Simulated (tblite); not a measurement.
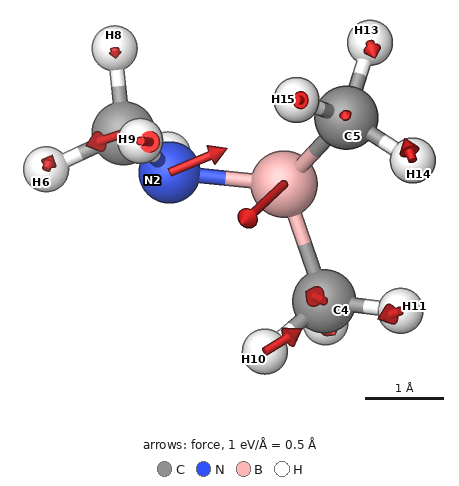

Starting geometry of C$_{3}$H$_{10}$BN with the computed forces as red arrows. The picture is a ball-and-stick view, seen at a tilt.

Computed with tblite 0.8.0, GFN2-xTB geometry optimisation, gas phase. 

> Is this structure relaxed? If not, where do the atoms go?

It isn't relaxed: the largest force vector, on the B atom, is 3.09 eV/Å. The final displacements have little in common with the starting forces (cosine between the two patterns 0.27). After 131 geometry steps the energy has fallen by 143.4 kJ/mol. The largest moves after the best rigid fit, 1.15 Å, are those of H atoms. Largest moves by element: H 1.15 Å, N 0.59 Å, C 0.44 Å, B 0.30 Å. Among the contacts that change: B–N 1.492 → 1.385 Å, C–H 1.126 → 1.089 Å, H–N 1.044 → 1.011 Å, B–C 1.612 → 1.592 Å. Bond angles that change, for instance: C–N–B 115.6° → 129.0°, C–B–C 114.0° → 120.4°, N–B–C 114.8° → 120.9°.
